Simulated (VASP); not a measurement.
Band structure of SiO$_{2}$ (relaxed from the alpha-quartz structure, space group P3_121). These are r2SCAN meta-GGA, VASP's PBE PAW potentials (set 64) (plane waves; VASP) values and carry that method's errors.

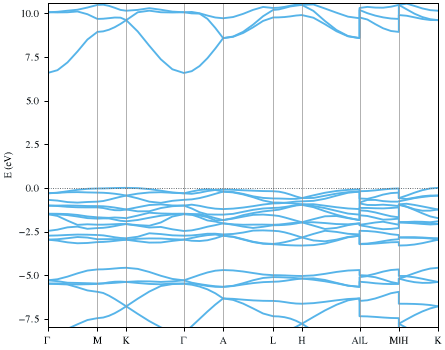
*Bands along high-symmetry lines, zero at the valence-band maximum or, without a gap, the Fermi level*

Question: Read the plot: is there a gap, and where are the band edges?

Answer: The gap is indirect, 6.58 eV, from the valence maximum at K to the conduction minimum at Γ.

The structure was generated: SiO2 was put into the alpha-quartz type (P3_121), which need not be its known phase. It was relaxed first.
